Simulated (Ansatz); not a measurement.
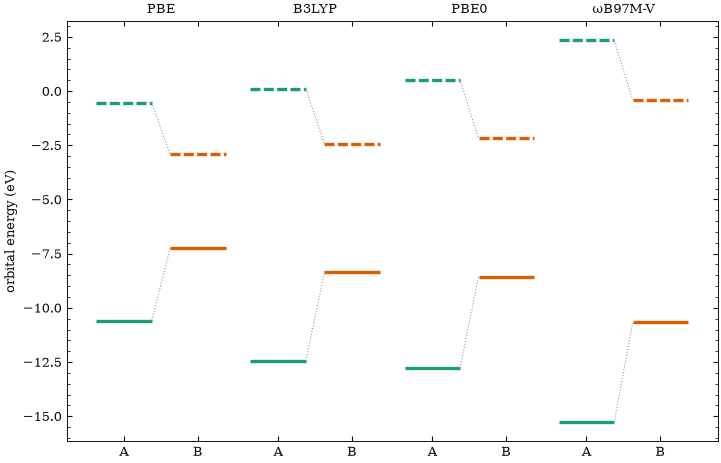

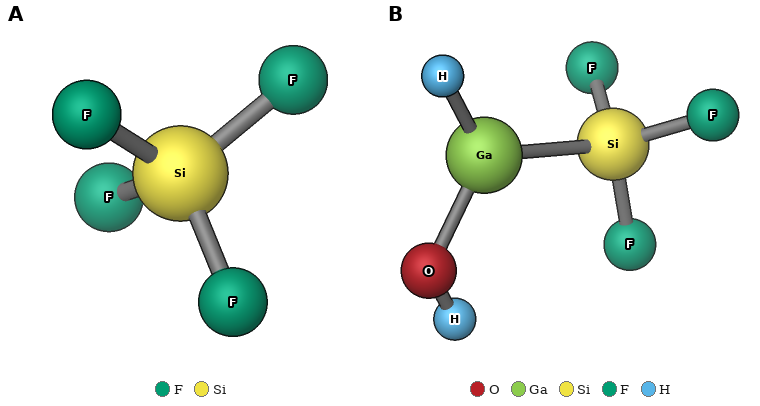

One change: A, SiF₄ (SMILES F[Si](F)(F)F), becomes B, GaSiH₂OF₃ (SMILES [OH][GaH][Si](F)(F)F). F on Si is replaced by GaH₂O (bound through Ga). HOMO (solid) and LUMO (dashed) computed in def2-TZVPP at PBE0-D4/def2-TZVP geometries, both minima by their frequencies, gas phase, the Ansatz code 0.2.0. Empty levels above zero depend strongly on the basis.

What does the change do to HOMO and LUMO?

Answer. PBE: the HOMO rises by 3.35 eV, the LUMO falls by 2.40 eV, and the separation goes from 10.06 to 4.31 eV. B3LYP: the HOMO rises by 4.09 eV, the LUMO falls by 2.55 eV, and the separation goes from 12.56 to 5.93 eV. PBE0: the HOMO rises by 4.21 eV, the LUMO falls by 2.71 eV, and the separation goes from 13.30 to 6.38 eV. ωB97M-V: the HOMO rises by 4.62 eV, the LUMO falls by 2.75 eV, and the separation goes from 17.62 to 10.26 eV.

Do the functionals agree on the effect?

Answer. They agree on the direction for both levels; the HOMO shift lies between 3.35 and 4.62 eV and the LUMO shift between −2.75 and −2.40 eV, while the separations themselves differ by up to 7.6 eV between functionals.
